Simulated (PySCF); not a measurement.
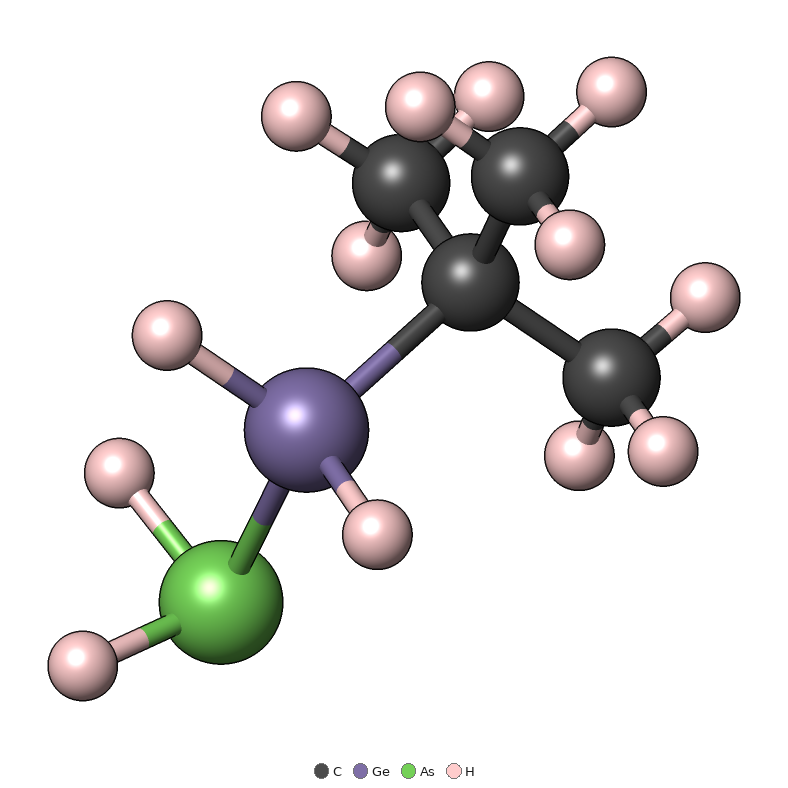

The picture comes from a calculation with PySCF.

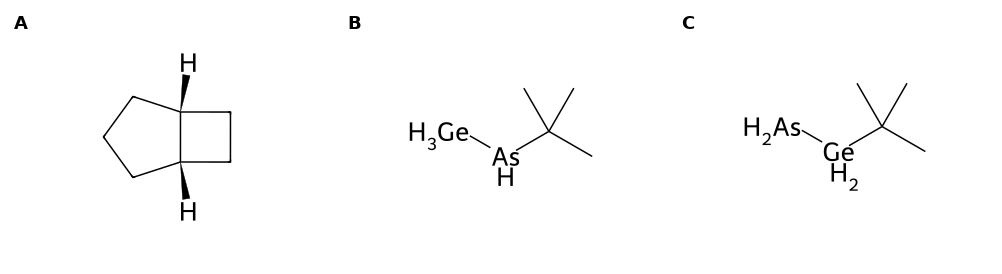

Which structural formula matches the 3D model?

Answer. C, `C[C](C)(C)[GeH2][AsH2]`.
